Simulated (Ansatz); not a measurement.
# MP2/STO-3G run of GeH2F− (SMILES [F][GeH2-])

Aim: the vertical singlet–triplet gap of GeH2F− at MP2/STO-3G, from 2 runs. 

Program for the calculation: Ansatz 0.2.0.

5 further runs of the same task are left out: 5 that didn't finish.

### 1 The system as given

GeH2F−: 4 atoms, total charge -1, spin state singlet. SMILES: `[F][GeH2-]`. The shape comes from GFN2-xTB, which is rough for such elements, and wasn't checked as a minimum.

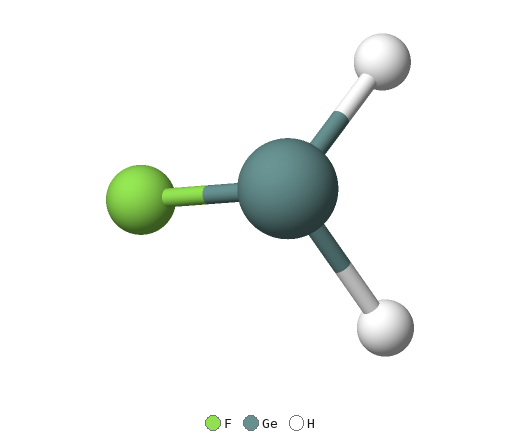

The structure, seen from a chosen angle (fluorine green, germanium teal, hydrogen white).

### 2 The energy at MP2/STO-3G

The input, input.yaml:

```yaml
crystal:
  periodic: [false, false, false]
  atoms:
    - {symbol: F, position_ang: [0.083660, -0.585730, 1.616660]}
    - {symbol: Ge, position_ang: [0.551710, -0.433670, -0.262640]}
    - {symbol: H, position_ang: [-1.254550, -0.490040, -0.992470]}
    - {symbol: H, position_ang: [0.619180, 1.509430, -0.361540]}
basis:
  gaussian: {orbitals: STO-3G}
correlation: {method: mp2, frozen_orbitals: {F: 1, Ge: 9, H: 0}}
accuracy: high
total_charge: -1
```

Run with:

```console
ansatz run input.yaml --threads 1 --pin off --max-ram 2610MiB --events-out events.jsonl --progress --plain --runs-dir runs
```

Output:

```text
Warning: RAYON_NUM_THREADS=1 ignored (pool sized by the plan → 1); use --threads N
Functional definition: HF
  name "HF"
  exchange = exact_x
  correlation = 0
345 factors; integrals over basis functions are off by at most 2.4e-8 eV
mean field evaluation 1: about -58521.5287 eV, gradient 1.1e1 eV
mean field evaluation 2: about -58521.5752 eV, gradient 1.1e1 eV
mean field evaluation 4: about -58522.5142 eV, gradient 9.4e-1 eV
mean field evaluation 8: about -58522.5221 eV, gradient 1.3e-5 eV
mean field -58522.52211088 eV, -2150.6630195848 hartree, gradient 2.0e-8 eV, S^2 0.000000; 0 other end points of the search recorded, 0 dependent functions left out
10 core orbitals not correlated: weight in the atoms' cores, before any rotation towards them, 1.000 or more for the frozen orbitals, at most 0.000 for the correlated occupied ones
reference -58522.52211088 eV, -2150.6630195848 hartree; 12, 12 occupied and 3, 3 virtual orbitals, 345 factors
second order -1.70351581 eV of doubles, -0.00000000 eV of singles
Total energy: -58524.22562670 eV, -2150.7256226363 hartree
```

It took 0.18 s on 1 thread of Arm Neoverse V1, shared host.

### 3 The triplet, same level

The input, molecule.yaml:

```yaml
crystal:
  periodic: [false, false, false]
  atoms:
    - {symbol: F, position_ang: [0.083660, -0.585730, 1.616660]}
    - {symbol: Ge, position_ang: [0.551710, -0.433670, -0.262640]}
    - {symbol: H, position_ang: [-1.254550, -0.490040, -0.992470]}
    - {symbol: H, position_ang: [0.619180, 1.509430, -0.361540]}
basis:
  gaussian:
    orbitals: STO-3G
total_charge: -1
magnetization:
  spin_polarized: true
  initial_magnetization: 2
correlation:
  method: mp2
  frozen_orbitals: {F: 1, Ge: 9, H: 0}
accuracy: high
```

Run with:

```console
ansatz run molecule.yaml --threads 1 --pin off --max-ram 2610MiB --events-out events.jsonl --progress --plain --runs-dir runs
```

Output, shortened:

```text
Warning: RAYON_NUM_THREADS=1 ignored (pool sized by the plan → 1); use --threads N
Functional definition: HF
  name "HF"
[...]
345 factors; integrals over basis functions are off by at most 2.4e-8 eV
[...]
mean field -58517.61381854 eV, -2150.4826431682 hartree, gradient 2.2e-8 eV, S^2 2.058940; 6 other end points of the search recorded, 0 dependent functions left out
10 core orbitals not correlated: weight in the atoms' cores, before any rotation towards them, 1.000 or more for the frozen orbitals, at most 0.000 for the correlated occupied ones
reference -58517.61381854 eV, -2150.4826431682 hartree; 13, 11 occupied and 2, 4 virtual orbitals, 345 factors
second order -1.16276101 eV of doubles, -0.00000000 eV of singles
Total energy: -58518.77657955 eV, -2150.5253738472 hartree
```

Run time: 0.76 s. Hardware: 1 thread of Arm Neoverse V1, shared host.

### 4 Summary of results

Level: MP2/STO-3G, 10 core orbitals frozen.

| quantity | value |
| --- | --- |
| singlet: total energy | -2150.72562 Eh |
| singlet: correlation energy (10 core orbitals frozen) | -62.6 mEh |
| triplet: total energy | -2150.52537 Eh |
| triplet: correlation energy (10 core orbitals frozen) | -42.7 mEh |
| triplet: ⟨S²⟩ of the reference determinant | 2.059 |
| vertical energy of the triplet above the singlet | 5.449 eV |

At this shape the triplet lies 5.45 eV (526 kJ/mol) above the singlet. For an anion a state so high probably lies above electron detachment. In a minimal basis such a difference can be off by several eV, whatever the method.
